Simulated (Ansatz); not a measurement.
# Phonons of Zr (P6_3/mmc, 2 atoms in the cell) against volume

Aim: how do the optical modes of Zr (P6_3/mmc, 2 atoms in the cell) move with volume?

Main program and level: Ansatz 0.2.0; DFT LDA, scalar-relativistic, plane waves, PAW; PAW set soft_1.

## Step 1: Set-up

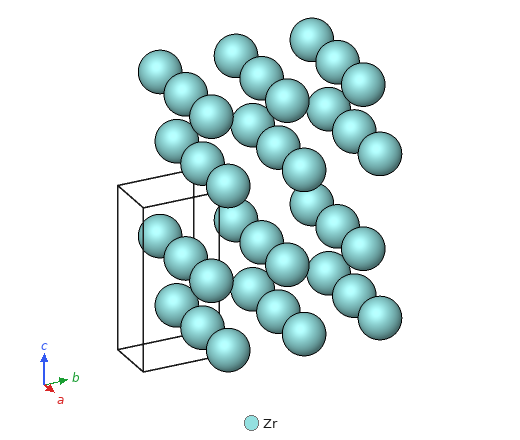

Start, viewed slightly off an axis; zirconium light teal. 3×3×2 cells are drawn.

## Step 2: Relaxation

The cell and atoms are relaxed, since residual forces and stress would shift the frequencies.

The input, input.yaml:

```yaml
crystal:
  lattice:
    - [3.232, 0.0, 0.0]
    - [-1.616, 2.798994105, 0.0]
    - [0.0, 0.0, 5.147]
  atoms:
    - { symbol: Zr, position: [0.33333333, 0.66666667, 0.25] }
    - { symbol: Zr, position: [0.66666667, 0.33333333, 0.75] }
kpoints:
  mp_grid: { grid: [15, 15, 8] }
hamiltonian:
  xc: lda
  pseudopotentials: { kind: paw, azcp: { folder: soft_1 }, xc_functional: pbe }
scf:
  occupations: { method: gaussian, width: 0.1 }
output:
  forces: true
  stress: true
  eigenvalues: true
relax:
  adjacent_minimum: "off"
  f_tol: 0.005
  max_steps: 80
  cell: { stress_tol: 0.05 }
```

Command:

```bash
> ansatz run input.yaml --threads 4 --pin off --max-ram 10240MiB --backend cpu --events-out ev --progress --plain --runs-dir out
```

Numbers of over 12 decimals in the logs are rounded to 6 here.

Log:

```text
Engine: ansatz 0.2.0, x86_64-unknown-linux-gnu
Pseudopotentials: kind: paw
Pseudopotential: Zr, paw, valence charge 12, recommended cutoff 420 eV (normal), soft_1/Zr.paw.azcp
Functional definition: SPW92
  exchange = slater_x
  correlation = pw_c
Crystal: 2 atoms, lattice volume = 46.562 Å³
Basis set: ecut = 420 eV, 929 PW (Γ)
Bands: 16, of which v1, the nominal top of the filled ones, is band 12 counted from 1 (11 counted from 0)
Symmetry: 24 space group operations
Space group: P63/mmc (ITA 194), of the structure as read, at distance tolerance 3.6e-5 Å
k-points: 135 of 1800
Non-local potential: Zr, projectors of the file, l = 0: 3, l = 1: 2, l = 2: 2, l = 3: 1
PAW form: soft (Blöchl's): semilocal exchange-correlation on the pseudo side does not see the compensation charge
PAW frozen core: Zr, regenerated for the run's functional, and the local potential with it (the file was generated under x = pbe(κ = 0.804, μ = 0.219515), c = pbe(β = 0.066725))
PAW one-centre angular grid: Zr, 590 points (default); XC on 64 Gauss nodes
Initial density: superposition of atomic densities (chi_scale 0.1, normalization cell)
Initial wavefunctions: pseudopotential atomic-orbital guess
Functional: x = slater, c = lda
SCF iter   1: F=—  HF=-8155.100930 eV  |F-HF|=—  |Δ(HF+E_count)|=         —  Δρ=2.84e-2  dr2=4.80e-1  ethr=3.10e-3  ⟨swp⟩=4.9  Hψ=9219  notcnv=0
preconditioner: auto → Kerker (q_TF=auto, 2.443 Å⁻¹)  [metal: Δε(μ)=0.004 eV  Ē_g=3.259 eV  σ=0.100 eV  W_gap=0.02  n_scr=10 (ndim 8)  ℏωp=15.4 eV  f_vac=0.000  D(μ)=1.79/eV (n_scr^D=22)]
SCF iter   2: F=—  HF=-8154.973236 eV  |F-HF|=—  |Δ(HF+E_count)|=   1.28e-1  Δρ=1.70e-2  dr2=1.66e-1  ethr=2.00e-3  ⟨swp⟩=2.0  Hψ=3712  notcnv=0  defer=9
SCF iter   3: F=—  HF=-8154.914960 eV  |F-HF|=—  |Δ(HF+E_count)|=   5.83e-2  Δρ=1.89e-3  dr2=1.20e-3  ethr=6.90e-4  ⟨swp⟩=3.0  Hψ=4218  notcnv=0  defer=9
SCF iter   4: F=—  HF=-8154.914914 eV  |F-HF|=—  |Δ(HF+E_count)|=   4.59e-5  Δρ=3.25e-4  dr2=3.97e-5  ethr=5.00e-6  ⟨swp⟩=2.1  Hψ=3734  notcnv=0  defer=9
SCF iter   5: F=—  HF=-8154.914911 eV  |F-HF|=—  |Δ(HF+E_count)|=   2.89e-6  Δρ=4.25e-5  dr2=6.06e-7  ethr=1.66e-7  ⟨swp⟩=1.5  Hψ=2356  notcnv=0  defer=9
SCF iter   6: F=-8154.914911 eV  HF=-8154.914911 eV  |F-HF|=3.13e-9  |Δ(HF+E_count)|=   6.81e-9  Δρ=7.88e-6  dr2=2.28e-8  ethr=4.17e-10  ⟨swp⟩=5.2  Hψ=9845  notcnv=0
SCF 1 converged in 6 iterations: F = -8154.914911 eV  dr2 = 2.28e-8
  greatest PAW one-centre occupation: 0.994 electrons in one spin orbital (limit 2), on the Zr atom at site 1 (counted from 0), in its partial waves of l = 0
relax step   1: F+E_penalty+E_count = -8154.91491112 eV  Δ(F+E_penalty+E_count) = +0.000e0 eV  max|allowed force component| = 3.701e-17 eV/Å  Δτ_max = 0.0000 Å  P = -6.072 GPa  Ω = 46.562 Å³  (6 SCF iters, dr2 threshold 1.00e-7 eV, accepted)
Crystal: 2 atoms, lattice volume = 40.428 Å³
Basis set: ecut = 420 eV, 785 PW (Γ)
Initial density: handed on by an earlier stage of this run
Initial wavefunctions: those handed on with the density
iter 1 solved again at ethr=2.97e-6 eV; its pass at ethr=3.10e-3 eV (dr2=7.13e-4 eV) is discarded
SCF iter   1: F=—  HF=-8154.890686 eV  |F-HF|=—  |Δ(HF+E_count)|=         —  Δρ=2.00e-3  dr2=7.45e-4  ethr=2.97e-6  ⟨swp⟩=2.0  Hψ=16146  notcnv=0
preconditioner: auto → none  [metal: Δε(μ)=0.015 eV  Ē_g=3.517 eV  σ=0.100 eV  W_gap=0.09  n_scr=8 (ndim 8)  ℏωp=16.5 eV  f_vac=0.000  D(μ)=1.95/eV (n_scr^D=22)]
SCF iter   2: F=—  HF=-8154.890876 eV  |F-HF|=—  |Δ(HF+E_count)|=   1.90e-4  Δρ=8.33e-4  dr2=9.93e-5  ethr=2.97e-6  ⟨swp⟩=2.1  Hψ=3721  notcnv=0
SCF iter   3: F=—  HF=-8154.891005 eV  |F-HF|=—  |Δ(HF+E_count)|=   1.29e-4  Δρ=1.18e-4  dr2=2.05e-6  ethr=4.14e-7  ⟨swp⟩=2.0  Hψ=2436  notcnv=0
iter 4 did not close the SCF: its close was put off for the readings that it lacked (scf_convergence_deferred on its scf_iter line)
SCF iter   4: F=-8154.891009 eV  HF=-8154.891009 eV  |F-HF|=1.06e-8  |Δ(HF+E_count)|=   3.79e-6  Δρ=1.21e-5  dr2=1.44e-8  ethr=8.54e-9  ⟨swp⟩=2.0  Hψ=3750  notcnv=0
iter 5 did not close the SCF: its close was put off for the readings that it lacked (scf_convergence_deferred on its scf_iter line)
SCF iter   5: F=-8154.891009 eV  HF=-8154.891009 eV  |F-HF|=8.82e-11  |Δ(HF+E_count)|=   1.10e-8  Δρ=9.64e-7  dr2=2.13e-10  ethr=6.01e-11  ⟨swp⟩=2.7  Hψ=3323  notcnv=0
SCF iter   6: F=-8154.891009 eV  HF=-8154.891009 eV  |F-HF|=1.82e-12  |Δ(HF+E_count)|=  4.82e-11  Δρ=1.46e-7  dr2=3.48e-12  ethr=1.00e-12  ⟨swp⟩=1.1  Hψ=6040  notcnv=0
SCF 2 converged in 6 iterations: F = -8154.891009 eV  dr2 = 3.48e-12
relax step   2: F+E_penalty+E_count = -8154.89100869 eV  Δ(F+E_penalty+E_count) = +2.390e-2 eV  max|allowed force component| = 2.313e-16 eV/Å  Δτ_max = 0.0000 Å  P = +8.857 GPa  Ω = 40.428 Å³  energy of the carried Pulay correction = +2.862e-4 eV  (6 SCF iters, dr2 threshold 2.00e-7 eV, rejected (line search))
Crystal: 2 atoms, lattice volume = 43.812 Å³
Basis set: ecut = 420 eV, 845 PW (Γ)
iter 1 solved again at ethr=1.16e-6 eV; its pass at ethr=3.10e-3 eV (dr2=2.79e-4 eV) is discarded
SCF iter   1: F=—  HF=-8154.974214 eV  |F-HF|=—  |Δ(HF+E_count)|=         —  Δρ=1.23e-3  dr2=3.62e-4  ethr=1.16e-6  ⟨swp⟩=2.1  Hψ=15898  notcnv=0
preconditioner: auto → none  [metal: Δε(μ)=0.026 eV  Ē_g=3.284 eV  σ=0.100 eV  W_gap=0.14  n_scr=8 (ndim 8)  ℏωp=15.9 eV  f_vac=0.000  D(μ)=2.13/eV (n_scr^D=22)]
SCF iter   2: F=—  HF=-8154.974254 eV  |F-HF|=—  |Δ(HF+E_count)|=   4.05e-5  Δρ=4.70e-4  dr2=3.62e-5  ethr=1.16e-6  ⟨swp⟩=2.0  Hψ=3773  notcnv=0
SCF iter   3: F=—  HF=-8154.974304 eV  |F-HF|=—  |Δ(HF+E_count)|=   4.98e-5  Δρ=8.87e-5  dr2=1.23e-6  ethr=1.51e-7  ⟨swp⟩=2.9  Hψ=2918  notcnv=0
SCF iter   4: F=—  HF=-8154.974306 eV  |F-HF|=—  |Δ(HF+E_count)|=   1.89e-6  Δρ=6.62e-6  dr2=4.89e-9  ethr=5.13e-9  ⟨swp⟩=2.3  Hψ=3327  notcnv=0
SCF iter   5: F=—  HF=-8154.974306 eV  |F-HF|=—  |Δ(HF+E_count)|=   3.09e-9  Δρ=1.19e-6  dr2=2.72e-10  ethr=2.04e-11  ⟨swp⟩=2.2  Hψ=3711  notcnv=0
SCF iter   6: F=-8154.974306 eV  HF=-8154.974306 eV  |F-HF|=2.73e-12  |Δ(HF+E_count)|=  4.64e-11  Δρ=1.20e-7  dr2=4.23e-12  ethr=1.00e-12  ⟨swp⟩=5.1  Hψ=9351  notcnv=0
SCF 3 converged in 6 iterations: F = -8154.974306 eV  dr2 = 4.23e-12
relax step   3: F+E_penalty+E_count = -8154.97430571 eV  Δ(F+E_penalty+E_count) = -5.939e-2 eV  max|allowed force component| = 1.850e-16 eV/Å  Δτ_max = 0.0000 Å  P = -0.487 GPa  Ω = 43.812 Å³  energy of the carried Pulay correction = +1.235e-4 eV  (6 SCF iters, accepted)
[...]
relax step   4: F+E_penalty+E_count = -8154.97489346 eV  Δ(F+E_penalty+E_count) = -5.878e-4 eV  max|allowed force component| = 3.007e-16 eV/Å  Δτ_max = 0.0000 Å  P = +0.057 GPa  Ω = 43.563 Å³  energy of the carried Pulay correction = +1.351e-4 eV  (6 SCF iters, dr2 threshold 2.00e-7 eV, accepted)
[...]
relax step   5: F+E_penalty+E_count = -8154.97496376 eV  Δ(F+E_penalty+E_count) = -7.029e-5 eV  max|allowed force component| = 3.747e-16 eV/Å  Δτ_max = 0.0000 Å  P = +0.023 GPa  Ω = 43.565 Å³  energy of the carried Pulay correction = +1.350e-4 eV  (3 SCF iters, dr2 threshold 1.33e-7 eV, accepted)
[...]
relax step   6: F+E_penalty+E_count = -8154.97496610 eV  Δ(F+E_penalty+E_count) = -2.344e-6 eV  max|allowed force component| = 2.868e-16 eV/Å  Δτ_max = 0.0000 Å  P = -0.001 GPa  Ω = 43.573 Å³  energy of the carried Pulay correction = +1.347e-4 eV  (3 SCF iters, dr2 threshold 7.36e-9 eV, accepted)
Initial wavefunctions: pseudopotential atomic-orbital guess (no wavefunctions were taken with the density)
iter 1 solved again at ethr=1.26e-7 eV; its pass at ethr=3.10e-3 eV (dr2=3.02e-5 eV) is discarded
SCF iter   1: F=—  HF=-8154.974852 eV  |F-HF|=—  |Δ(HF+E_count)|=         —  Δρ=4.43e-5  dr2=7.37e-8  ethr=1.26e-7  ⟨swp⟩=3.0  Hψ=16238  notcnv=0
preconditioner: auto → Kerker (q_TF=auto, 2.470 Å⁻¹)  [metal: Δε(μ)=0.012 eV  Ē_g=3.300 eV  σ=0.100 eV  W_gap=0.07  n_scr=10 (ndim 8)  ℏωp=15.9 eV  f_vac=0.000  D(μ)=2.13/eV (n_scr^D=22)]
SCF iter   2: F=—  HF=-8154.974852 eV  |F-HF|=—  |Δ(HF+E_count)|=   2.17e-7  Δρ=2.35e-5  dr2=1.98e-8  ethr=3.07e-10  ⟨swp⟩=2.1  Hψ=3500  notcnv=0
SCF iter   3: F=—  HF=-8154.974852 eV  |F-HF|=—  |Δ(HF+E_count)|=   4.21e-8  Δρ=7.21e-7  dr2=1.31e-10  ethr=8.27e-11  ⟨swp⟩=2.0  Hψ=2430  notcnv=0
SCF iter   4: F=-8154.974852 eV  HF=-8154.974852 eV  |F-HF|=1.82e-12  |Δ(HF+E_count)|=  4.09e-11  Δρ=1.22e-7  dr2=4.81e-12  ethr=1.00e-12  ⟨swp⟩=5.3  Hψ=9628  notcnv=0
SCF 7 converged in 4 iterations: F = -8154.974852 eV  dr2 = 4.81e-12
relax step   7: F+E_penalty+E_count = -8154.97485189 eV  Δ(F+E_penalty+E_count) = +1.142e-4 eV  max|allowed force component| = 2.452e-16 eV/Å  Δτ_max = 0.0000 Å  P = -0.003 GPa  Ω = 43.573 Å³  stress off target by 3.51e-3 GPa  SCF on the basis re-selected at this cell (its energy is not comparable with the rows above)  (4 SCF iters)
basis re-selected at this cell: Δ(F+E_penalty+E_count) = +1.142e-4 eV, ΔP = -0.002 GPa vs the last step (what re-selecting the basis moved, of the pressure what is left beyond the Pulay correction that the steps carried, after the strain that the cell walked since its last selection, with what the two solves' SCF thresholds leave and, on support functions, any second-order correction that the steps lacked; it is no m [...]
SCF converged after 4 iterations
Free energy (F): -8154.974852 eV
Harris-Foulkes:  -8154.974852 eV  (|F-HF|=1.82e-12)
Internal energy: -8154.964216 eV  (E = F + TS)
E sigma→0 (E₀):  -8154.969534 eV
Entropy (-TS):   -0.010636 eV (-5.318 meV/atom)
Fermi energy:    14.819879 eV
--- Per-component energies (eV) ---
  E_band       = -171.210533
  E_kinetic    = 635.114444
  E_local      = -1155.119973  (includes V_loc(G=0)·N_el)
  E_nonlocal   = 159.213477
  E_hartree    = 375.106401
  E_xc         = -307.804308
  E_vxc        = -365.856764  (∫ρ·V_xc dr)
  E_paw        = -5717.995394  (= ΣΔE_a)
  E_vpaw       = -194.774423  (= ΣTr[D̂ρ^β])
  E_aug_tail   = -0.000048  (compensation charges beyond the density's cutoff)
  E_ewald      = -2144.219615
  E_core_change = 0.740800  (= ΣΔE_core)
  E_smearing   = -0.010636  (= −TS)
  E_closure    = 0.000000  (closes the sum)
  Σ components = -8154.974852   (vs F -8154.974852, Δ=0.00e0)
--- Forces (eV/Å), atoms counted from 1 ---
  atom   1  Zr     0.00000000    -0.00000000     0.00000000
  atom   2  Zr     0.00000000     0.00000000     0.00000000
  max |Σ_I F_I| component: 1.30e-16 eV/Å
--- Stress (GPa, compression-positive) ---
       -0.003510       0.000000       0.000000
        0.000000      -0.003510       0.000000
        0.000000       0.000000      -0.000741
  P = ⅓ Tr σ = -0.0026 GPa (-0.026 kbar)
--- Band table (eV; the first three rows and the last of 135) ---
  k-point 0: bands = [... 8 lower, 9.0541, 11.5844, 15.6669, 15.6781, 15.6781, 16.1858, 16.3934, 16.3934]
  k-point 1: bands = [... 8 lower, 9.1926, 11.5853, 15.5652, 15.6153, 15.6153, 15.9199, 16.2958, 16.2958]
  k-point 2: bands = [... 8 lower, 9.5870, 11.5387, 15.2995, 15.3433, 15.5224, 15.5224, 16.0630, 16.0630]
  k-point 134: bands = [... 8 lower, 13.2255, 13.2255, 13.4814, 13.4814, 14.8783, 14.8783, 16.8804, 16.8804]
--- Relaxed structure (6 steps of the walk, 5 accepted, 1 SCFs on fresh bases) ---
  F+E_penalty+E_count = -8154.97485189 eV   max|allowed force component| = 2.452e-16 eV/Å   (the final SCF, on the basis selected at the relaxed cell)
  cell:  # Å, volume = 43.5729 Å³
    - [3.143311, 0, 0.0]
    - [-1.571655, 2.722187, 0]
    - [0.0, 0, 5.092263]
  atoms:
    - { symbol: Zr, position: [0.333333, 0.666667, 0.25] }
    - { symbol: Zr, position: [0.666667, 0.333333, 0.750000] }
```

It took 6.4 s on 4 threads of AMD EPYC 7B13 (Zen 3), shared host; peak memory 0.47 GiB; 24 s of CPU time.

Step by step:

```
step  energy less that of the first step (eV)  largest force component (eV/Å)  pressure (GPa)  volume (Å³)
   1                                   0.0000                          0.0000           -6.07        46.56
   2                                   0.0239                          0.0000            8.86        40.43
   3                                  -0.0594                          0.0000           -0.49        43.81
   4                                  -0.0600                          0.0000            0.06        43.56
   5                                  -0.0601                          0.0000            0.02        43.57
   6                                  -0.0601                          0.0000            0.00        43.57
  7*                                  -0.0599                          0.0000            0.00        43.57
```

Relaxation steps marked * repeat the geometry before them on a plane-wave basis chosen anew for their cell, so energy and pressure can jump there. Relaxation step 2 was tried and not accepted.

Forces are held to the 24 operations that the run works with; a distortion that breaks them can't arise in this run.

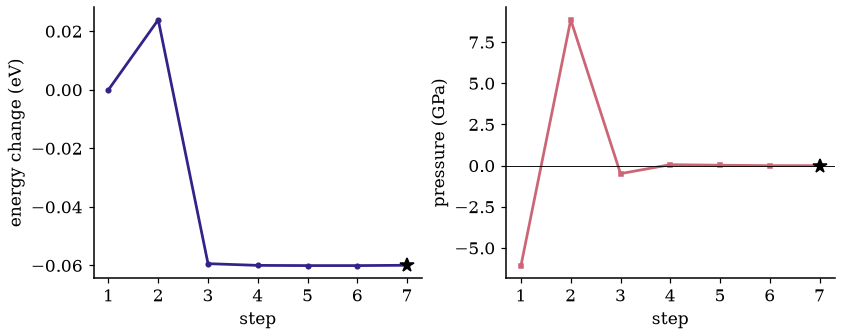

Energy and pressure along the relaxation. Stars mark steps on a basis chosen anew.

```
conventional cell, symmetrised  before  after  change
                         a (Å)   3.232  3.143  -2.7 %
                         b (Å)   3.232  3.143  -2.7 %
                         c (Å)   5.147  5.092  -1.1 %
              volume (Å³/atom)   23.28  21.79  -6.4 %
```

The relaxed structure:

```xyz
2
Lattice="3.1433 0.0000 0.0000 -1.5717 2.7222 0.0000 0.0000 0.0000 5.0923" Properties=species:S:1:pos:R:3 pbc="T T T"
Zr    0.0000    1.8148    1.2731
Zr    1.5717    0.9074    3.8192
```

Numbers from this step:

* pressure: -0.002587 GPa
* volume per atom: 21.79 Å³
* gap on the k-mesh: 0 eV

In this step the volume went from 23.28 to 21.79 Å³/atom.

## Step 3: Tight relaxation

Phonons need small forces and stress, so the relaxation is finished with tight tolerances on 15×15×8 k points.

input.yaml, the sections that differ from step 2:

```yaml
crystal:
  lattice:
    - [3.1433107699, 0.0, 0.0]
    - [-1.5716553849, 2.7221869787, 0.0]
    - [0.0, 0.0, 5.0922625961]
  atoms:
    - { symbol: Zr, position: [0.3333333333, 0.6666666667, 0.25] }
    - { symbol: Zr, position: [0.6666666667, 0.3333333333, 0.75] }
scf:
  occupations: { method: methfessel_paxton, width: 0.2 }
relax:
  adjacent_minimum: "off"
  f_tol: 0.001
  max_steps: 60
  cell: { stress_tol: 0.01 }
# kpoints, hamiltonian, output: as in step 2
```

Log:

```text
[...]
Crystal: 2 atoms, lattice volume = 43.573 Å³
Basis set: ecut = 420 eV, 845 PW (Γ)
Bands: 16, of which v1, the nominal top of the filled ones, is band 12 counted from 1 (11 counted from 0)
Symmetry: 24 space group operations
[...]
k-points: 135 of 1800
[...]
k-point 134: bands = [... 8 lower, 13.2288, 13.2288, 13.4850, 13.4850, 14.8830, 14.8830, 16.8847, 16.8847]
--- Relaxed structure (3 steps of the walk, 2 accepted, 1 SCFs on fresh bases) ---
[...]
cell:  # Å, volume = 43.5625 Å³
    - [3.143023, -2.886475988525766e-11, 0]
    - [-1.571511, 2.721938, 0]
    - [0, 0, 5.091984]
  atoms:
    - { symbol: Zr, position: [0.333333, 0.666667, 0.250000] }
    - { symbol: Zr, position: [0.666667, 0.333333, 0.750000] }
[key lines of the parts left out:]
SCF converged after 4 iterations
Free energy (F): -8154.968667 eV
Fermi energy:    14.826595 eV
P = ⅓ Tr σ = 0.0001 GPa (0.001 kbar)
```

It took 3.7 s on 4 threads; peak memory 0.47 GiB; 13 s of CPU time.

Little changed from the start: no atom moved by 0.005 Å and no cell edge by 0.1 %.

Numbers from this step:

```yaml
pressure: 7.30e-5 GPa
volume_per_atom: 21.78 Å³
```

The forces vanish by symmetry and the pressure is 0.000 GPa, within the tolerances set. The cell now holds 21.78 Å³/atom.

## Step 4: Zone-centre response at rest

The force constants come from the linear response of the density to a displacement.

The modes at rest are the reference of the series.

input.yaml, the sections that differ from step 3:

```yaml
crystal:
  lattice:
    - [3.1430227565, 0.0, 0.0]
    - [-1.5715113782, 2.7219375519, 0.0]
    - [0.0, 0.0, 5.0919837807]
  atoms:
    - { symbol: Zr, position: [0.3333333333, 0.6666666667, 0.25] }
    - { symbol: Zr, position: [0.6666666667, 0.3333333333, 0.75] }
output:
  eigenvalues: true
phonons:
  method: dfpt
# kpoints, hamiltonian, scf: as in step 3
# relax: removed
```

Log:

```text
zone centre: on kpoints.mp_grid the ground state, and the responses unless they are solved on pairs of k-points, stand on 320 of the mesh's 1800 k-points, reduced under 4 symmetry operations, with k and −k counted as one. Each operation leaves every solved displacement unchanged or reverses it
[...]
Crystal: 2 atoms, lattice volume = 43.562 Å³
Basis set: ecut = 420 eV, 845 PW (Γ), exchange–correlation on 48×48×72 points (8 copies of the dense FFT grid, shifted against one another)
Bands: 16, of which v1, the nominal top of the filled ones, is band 12 counted from 1 (11 counted from 0)
Symmetry: 24 space group operations
k-points: 320 of 1800 (irreducible under 4 space group operations, time reversal used)
[...]
SCF iter   1: F=—  HF=-8155.136498 eV  |F-HF|=—  |Δ(HF+E_count)|=         —  Δρ=2.85e-2  dr2=4.30e-1  ethr=3.10e-3  ⟨swp⟩=5.1  Hψ=47460  notcnv=0
automatic band count: the SCF goes on with 20 bands, as 16 were too few: they end inside the smearing window of the response
[...]
SCF iter   2: F=—  HF=-8155.026842 eV  |F-HF|=—  |Δ(HF+E_count)|=   1.10e-1  S|Δr|=    0.00e0  Δρ=1.75e-2  dr2=1.58e-1  ethr=1.79e-3  ⟨swp⟩=1.0  Hψ=8968  notcnv=0
[...]
SCF iter   8: F=-8154.968668 eV  HF=-8154.968668 eV  |F-HF|=0.00e0  |Δ(HF+E_count)|=  6.46e-11  S|Δr|=    0.00e0  Δρ=1.68e-7  dr2=9.72e-12  ethr=1.00e-12  ⟨swp⟩=8.9  Hψ=32634  notcnv=0
SCF 1 converged in 8 iterations: F = -8154.968668 eV  dr2 = 9.72e-12
[...]
DFPT response loops at Γ: preconditioner auto → Kerker (q_TF=auto, 2.470 Å⁻¹) (partly filled bands, converged f_vac=0.000); β = 1.00, the filter's whole step (`scf.mixing.beta` (0.50) is not read by the response loops under this deck's `scf.mixing.preconditioner`; to damp them name `kerker` or `kerker_dos`, under which they read `scf.mixing.beta`, and type it under 1.00, their step now; both keys bind the ground state too); Broyden in place of MSR1
SCF converged after 8 iterations
[...]
Free energy (F): -8154.968668 eV
[...]
Internal energy: -8154.970322 eV  (E = F + TS)
E sigma→0 (E₀):  -8154.969081 eV
Entropy (-TS):   0.001654 eV (0.827 meV/atom)
Fermi energy:    14.826596 eV
[...]
--- Band table (eV; the first three rows and the last of 320) ---
  k-point 0: bands = [... 8 lower, 9.0578, 11.5879, 15.6702, 15.6825, 15.6825, 16.1902, 16.3979, 16.3979, ... 4 higher]
  k-point 1: bands = [... 8 lower, 9.1964, 11.5889, 15.5685, 15.6197, 15.6197, 15.9242, 16.3003, 16.3003, ... 4 higher]
  k-point 2: bands = [... 8 lower, 9.5909, 11.5424, 15.3029, 15.3474, 15.5268, 15.5268, 16.0675, 16.0675, ... 4 higher]
  k-point 319: bands = [... 8 lower, 12.4191, 12.4191, 14.1170, 14.1170, 14.8872, 14.8872, 16.7124, 16.7124, ... 4 higher]
--- Phonons (Γ-DFPT): 2 representative perturbations + reference, on 320 of 1800 k-points (Σ response iterations 6) ---
  k mesh reduced under 4 symmetry operations, with k and −k counted as one. Each operation leaves every solved displacement unchanged or reverses it
  ASR residual: 4.218e-5 → 0.000e0 eV/Å²; symmetrization residual: 2.590e-10 eV/Å²
  ASR residual per site (eV/Å²): 4.22e-5 4.22e-5
  Γ frequencies (cm⁻¹): 0.00 0.00 0.00 51.85 51.85 171.74
  non-analytic LO–TO correction: not included (Born effective charges unavailable; polar crystals: no LO–TO splitting at Γ)
```

Run time: 13 s. Hardware: 4 threads; peak memory 1 GiB; 47 s of CPU time.

This step gave:

```yaml
sum_rule_residual_before_enforcement: 4.22e-5 eV/Å²
point_group: 6/mmm
highest_optical_mode_at_the_zone_centre_no_lo_to_term: 171.7 cm⁻¹
lowest_optical_zone_centre_mode: 51.85 cm⁻¹
```

Patterns of degenerate modes are one choice out of their space. Modes at Γ:

```
mode  frequency (cm⁻¹)  symmetry
   1               0.0  acoustic
   2               0.0  acoustic
   3               0.0  acoustic
   4              51.9       E2g
   5              51.9       E2g
   6             171.7       B1g
```

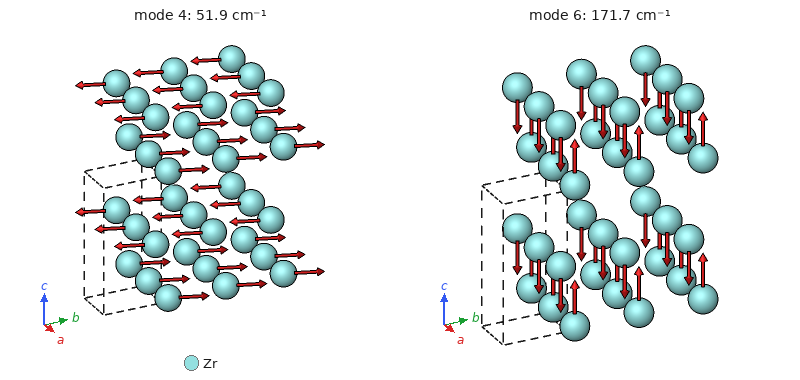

Displacement patterns of modes 4 and 6 at Γ; arrows are exaggerated. 3×3×2 cells are drawn.

Before it was imposed, the acoustic sum rule was missed by 4.2e-5 eV/Å². Small misses are needed for a sound result but don't prove that mesh and cutoff are converged. The lowest optical mode is real, 51.9 cm⁻¹.

[end of part 1 of 2]

[Logs are printed without paths, hosts, clocks, repeated set-up lines and the standing remarks that a program may print on its own settings, such as how far it seeks lower states.]

[Hosts, paths, dates, database ids (printed as entryN), source tags and the programs' standing remarks are cut or masked in the printed files.]
